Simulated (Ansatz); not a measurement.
Pulling on the Br1–Br2 bond in Br2 (multiplicity 1 held). Energies count from the point at 2.316 Å.


R- and RO- levels are restricted; in cc, def2 and unpolarised 6-31G sets they are followed outwards from rest. Unrestricted levels (U-) break spin symmetry where that is lower. Active spaces are followed from rest. Levels need not reach the same state.

Cores are frozen in the correlated methods. Filled d and f shells under p-block atoms count as core.

Run with Ansatz (an electronic-structure program) with Gaussian orbitals. 

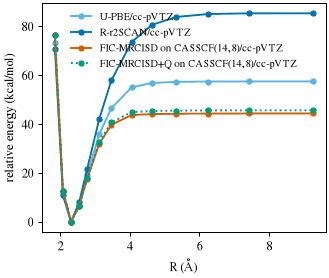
Figure. Relative energy along the coordinate

**Question.** Read off the R-r2SCAN/cc-pVTZ curve at R = 3.126.

**Answer.** about 42 kcal/mol

Doubts at one or more of the structures used: a spin-contaminated determinant (U-PBE/cc-pVTZ); a restricted determinant that unrestricted orbitals would lower (R-r2SCAN/cc-pVTZ).
